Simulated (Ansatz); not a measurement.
**SnSe2, carrier doping**

Base system: SnSe₂ in the CdI2 type structure (space group P-3m1, No. 164; a = 3.840 Å, c = 6.006 Å; layered, stacked along the Cartesian z axis).

Carriers are added at fixed cell with a uniform background; the Fermi–Dirac width is that of 300 K.

The values are results of PBE-D3(BJ) in Ansatz (plane waves to 420 eV, PAW, scalar-relativistic without spin-orbit coupling), not measurements.

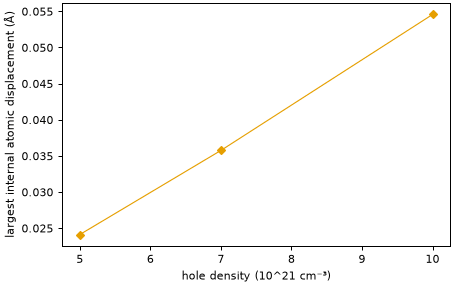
Figure. Largest internal atomic displacement against hole density

```tsv
hole density (10^21 cm⁻³)	largest internal atomic displacement
5	0.024 Å
7	0.036 Å
10	0.055 Å
```

Charged cell with a jellium background: band edges are those of the host's band count, energies are not comparable with the neutral cell, and many-body gap narrowing is missing. Whether these cells are dynamically stable was not tested.

Ansatz is a program for electronic structure.
